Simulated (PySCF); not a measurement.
C₈H₆FN₂P (SMILES Fc1ccccc1-n1cpcn1)

```yaml
atoms:
  - { symbol: F, position_ang: [-0.5217, -2.2701, 0.7266] }
  - { symbol: C, position_ang: [-0.9517, -1.0563, 0.3183] }
  - { symbol: C, position_ang: [-2.3172, -0.8520, 0.2518] }
  - { symbol: C, position_ang: [-2.8095, 0.3816, -0.1322] }
  - { symbol: C, position_ang: [-1.9277, 1.4029, -0.4476] }
  - { symbol: C, position_ang: [-0.5654, 1.1909, -0.3861] }
  - { symbol: C, position_ang: [-0.0458, -0.0471, -0.0056] }
  - { symbol: N, position_ang: [1.3451, -0.1952, 0.0557] }
  - { symbol: C, position_ang: [2.0503, -1.3491, -0.0103] }
  - { symbol: P, position_ang: [3.7448, -1.0920, 0.0863] }
  - { symbol: C, position_ang: [3.3418, 0.6214, 0.2105] }
  - { symbol: N, position_ang: [2.0743, 0.9088, 0.1722] }
  - { symbol: H, position_ang: [-2.9739, -1.6661, 0.5144] }
  - { symbol: H, position_ang: [-3.8748, 0.5423, -0.1800] }
  - { symbol: H, position_ang: [-2.3030, 2.3696, -0.7443] }
  - { symbol: H, position_ang: [0.1332, 1.9771, -0.6232] }
  - { symbol: H, position_ang: [1.5475, -2.2889, -0.1326] }
  - { symbol: H, position_ang: [4.0449, 1.4285, 0.3146] }
```

Geometry: GFN2-xTB.

Theory: PBE0/pcSseg-1, SCF density, gas phase, non-relativistic in PySCF 2.14.0.

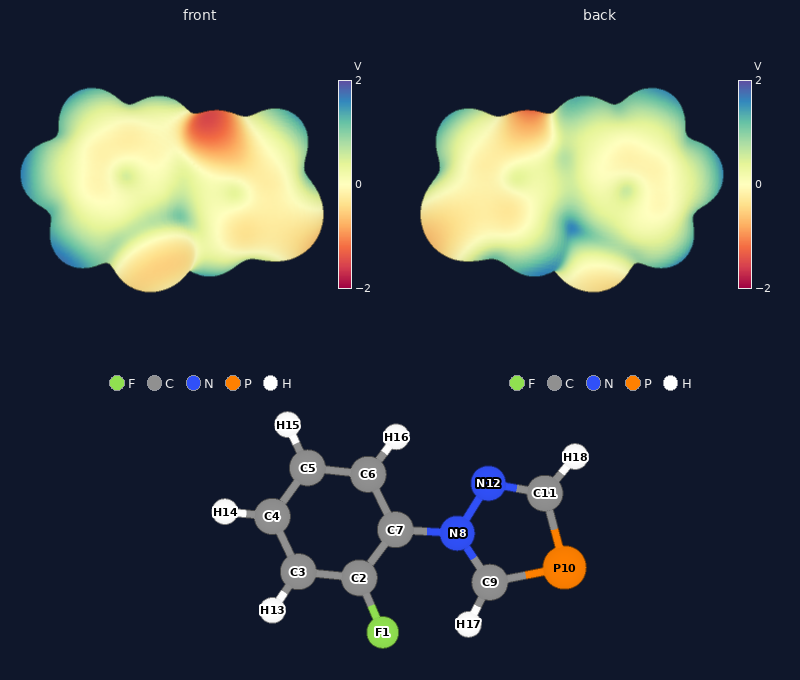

Figure 1. The electrostatic potential painted on the density surface at 0.004 e/bohr³, seen from the front and from behind; red is negative and blue positive. The bare structure is drawn below in the same view.

Question: Which sites attract a positive test charge, and which a negative one?

Answer: A positive charge is drawn to the negative regions and a negative charge to the positive ones. The most negative region (about −1.4 V, or −32 kcal/mol for a unit charge) lies over N12, the most positive (about +1.6 V, or +37 kcal/mol for a unit charge) over the C and H atoms. N12 is the likeliest acceptor of a hydrogen bond.

Question: How polar is the molecule by this calculation?

Answer: Its dipole moment is 2.75 D.

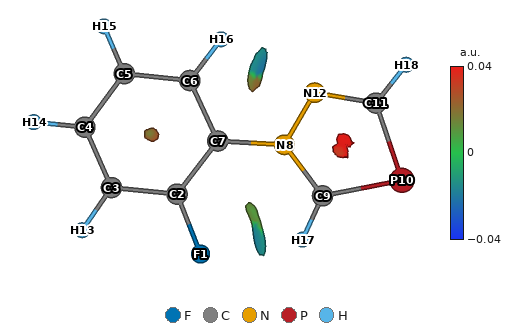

Figure 2. Non-covalent interaction (NCI) plot: the surface where the reduced density gradient is 0.5, for densities under 0.05 a.u., coloured by sign(λ₂)ρ; seen across its widest extent.

Question: Identify the weak interactions.

Answer: Between H17 and C9 on one side and F1 on the other: a weak contact, attractive (blue-green) on one side and crowded (olive to red) on the other; between H16 and C6 on one side and N12 on the other: a weak contact, attractive (blue-green) on one side and crowded (olive to red) on the other; inside the ring or cage of C2, C3, C4, C5, C6 and C7: steric crowding (red); inside the ring or cage of N8, C9, P10, C11 and N12: steric crowding (red).
